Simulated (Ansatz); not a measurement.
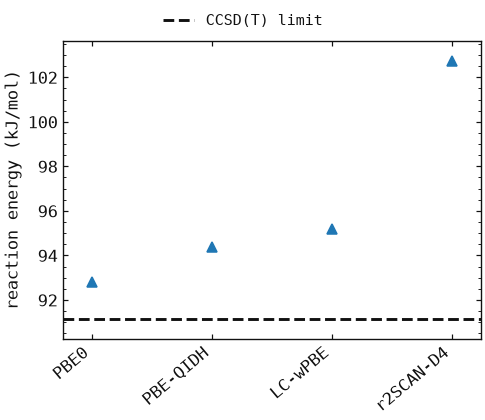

Electronic reaction energy of BH₃TeO (OB[TeH]) + H₂ ([H][H]) → BH₃Te (B[TeH]) + H₂O (O) (SMILES in brackets) at several levels (functionals in def2-TZVPP unless a basis is named), isolated molecules at PBE0-D4 triple-zeta geometries, minima by their frequencies, no zero-point or thermal terms, the Ansatz code. The line is frozen-core CCSD(T) at the basis limit (MP2 extrapolated from triple and quadruple zeta, plus CCSD(T) less MP2 in a smaller set). PBE-QIDH holds a correlation term that converges slowly with the basis, so part of the distance to the limit is basis error. No dispersion term is added to PBE0, PBE-QIDH and LC-wPBE. Core potentials past Kr.

Q: Which level comes closest to the line (CCSD(T) limit), and which misses most?

A: Closest PBE0 (92.8 kJ/mol), against 91.2 kJ/mol; farthest r2SCAN-D4 (102.7 kJ/mol).

Q: Give the values.

A:
| level | kJ/mol | less CCSD(T) limit |
| --- | --- | --- |
| PBE0 | 92.8 | 1.7 |
| PBE-QIDH | 94.4 | 3.2 |
| LC-wPBE | 95.2 | 4.0 |
| r2SCAN-D4 | 102.7 | 11.6 |
| CCSD(T) limit | 91.2 | 0.0 |

Known limits of this run: outer-core shells are correlated without core-valence functions, which makes the correlated values less sure; spin-orbit coupling is left out, and with Te it can shift these values.
